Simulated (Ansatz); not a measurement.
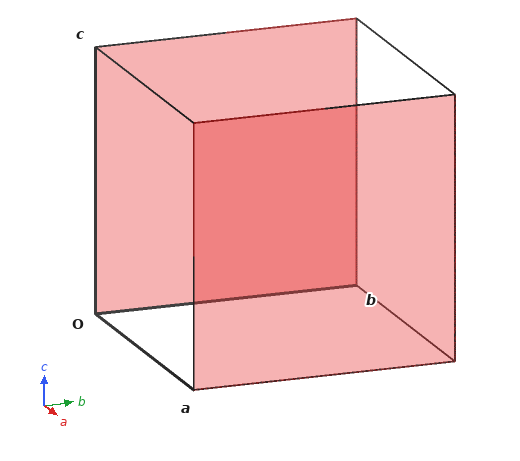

Crystal: Cu, the input geometry of an electronic-structure calculation (not necessarily at equilibrium). Every member of one family of equally spaced planes, hx + ky + lz = a whole number, that cuts the unit cell is shaded (one member passes through the origin O). The drawing is computed from the coordinates (standard cell, symmetry found to 0.002 Å).

a = 3.610 Å, b = 3.610 Å, c = 3.610 Å, α = 90.00°, β = 90.00°, γ = 90.00°.

**Index the planes.**

(1 0 0); the opposite sign names the same planes. The member next to the origin meets the axes a at 1, b never, c never.

**What is the spacing?**

d = 3.610 Å.

**The space group is Fm-3m (No. 225). How many reflections hkl are equivalent to this one (itself included), and does it occur?**

6 reflections are equivalent in the Laue class m-3m. The reflection is systematically absent, by the centring.
